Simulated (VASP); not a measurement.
Energy against volume of PbTe (rock salt). Calculation: vdW-DF-cx, VASP's PBE PAW potentials (set 64) (plane waves; VASP 6.6.1).

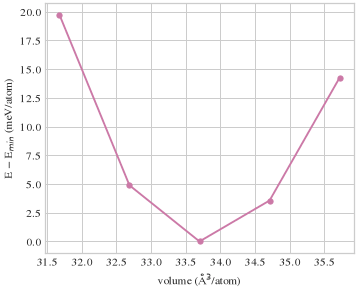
Figure. Energy against volume

Problem. Estimate the equilibrium volume and the bulk modulus.

Solution. The minimum lies near 33.7 Å³/atom, and the curvature gives B0 of about 44 GPa.

Measured: bulk modulus 39.8 GPa at 300 K (computed value off by +11.0 %), as given by Kerstin Hummer et al., Physical Review B (2007), doi:10.1103/physrevb.75.195211; a 6.438 Å at 120 K (computed value off by +0.4 %), as given by Noda, Masumoto, Ohba, Saito, Toriumi, Iwata, Shibuya, Acta Cryst. C 43, 1443 (1987), by a structure database's card. The calculation is for a static lattice, while the measured bulk modulus, a hold thermal and zero-point effects, which are part of the difference.

The compound is PbTe in the rock salt structure. It was relaxed first.
